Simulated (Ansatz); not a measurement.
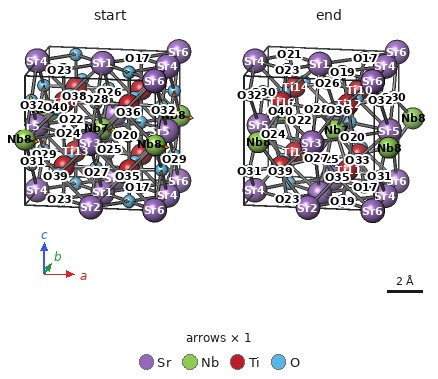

The structure of a defect cell of composition Sr6Nb2Ti8O24 before (left) and after (right) a relaxation, at one scale. The orange arrows give the displacements, at their true length.

A ball-and-stick model of the cell of the calculation (origin shifted), seen slightly off an axis.

These are results of DFT, PBEsol, PAW, plane waves in Ansatz, not measurements. (plane-wave cutoff 420 eV; k-point mesh 1 × 1 × 1; mesh shifted by (0.25, 0.25, 0.25); collinear spin; atoms relaxed in a fixed cell; force threshold 0.03 eV/Å; at most 80 steps)

Describe what moved and what it gained.

Over 23 geometry steps the energy falls by 6.254 eV per cell of the calculation. The largest force component goes from 1.1 to 0.013 eV/Å. The atom that moves furthest is a Nb atom (0.98 Å along [3 −1 0]). By element the largest moves are Nb 0.98 Å, O 0.62 Å, Sr 0.20 Å, Ti 0.12 Å. The lattice vectors keep their values. Some distances before and after: Nb–O 2.729 → 3.856 Å, Nb–O 2.757 → 3.857 Å, Nb–O 2.720 → 3.735 Å, Nb–O 2.735 → 3.745 Å. New bonds form: Nb–Ti (3.35 → 2.77 Å), Nb–Ti (3.37 → 2.78 Å), Nb–Ti (3.40 → 2.77 Å), Nb–Ti (3.43 → 2.78 Å). Bonds break: Nb–O (2.72 → 3.74 Å), Nb–O (2.73 → 3.86 Å), Nb–O (2.74 → 3.75 Å), Nb–O (2.76 → 3.86 Å). Bond angles that change, for instance: Sr–O–Nb 89.3° → 137.4°, Sr–O–Nb 90.1° → 137.5°, Nb–O–Ti 90.7° → 135.5°. Cost: 3.7 min on 7 threads of Arm Neoverse-V2, peak memory 1.5 GiB.

Limits of the set-up: the periodic images lie only 7.8 Å apart, so the values are limited by the cell's size.
